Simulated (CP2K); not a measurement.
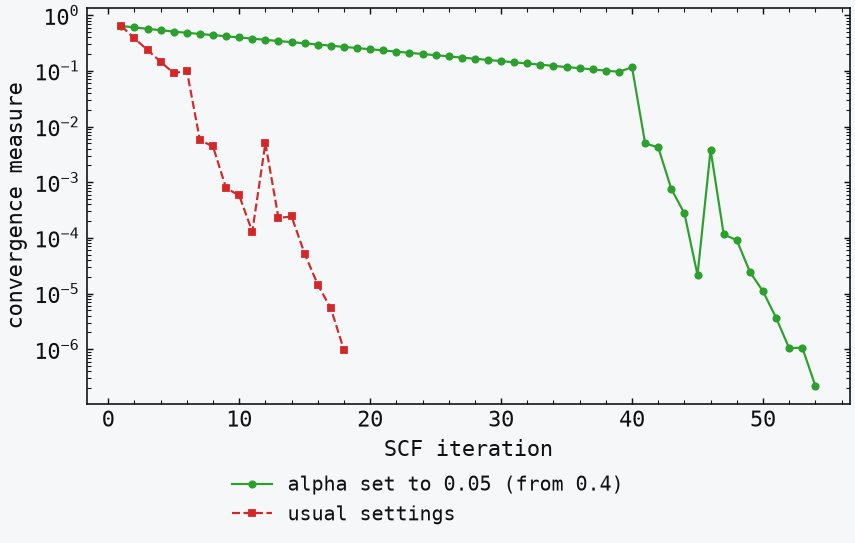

Two SCF runs that differ in one setting.
System: C$_{3}$H$_{2}$F$_{2}$S (SMILES FC1=CC(F)S1).
Method: RHF PDG (CP2K 2026.2).

> Which runs converged, and in how many iterations?

“usual settings” converged in 18 iterations. “alpha set to 0.05 (from 0.4)” converged in 54 iterations. CP2K mixes the density linearly, with weight alpha, until the error falls below EPS_DIIS, and only then turns to DIIS. That happens at step 6 with the usual settings and at step 40 in the changed run. Both end at the same energy within 1 meV.
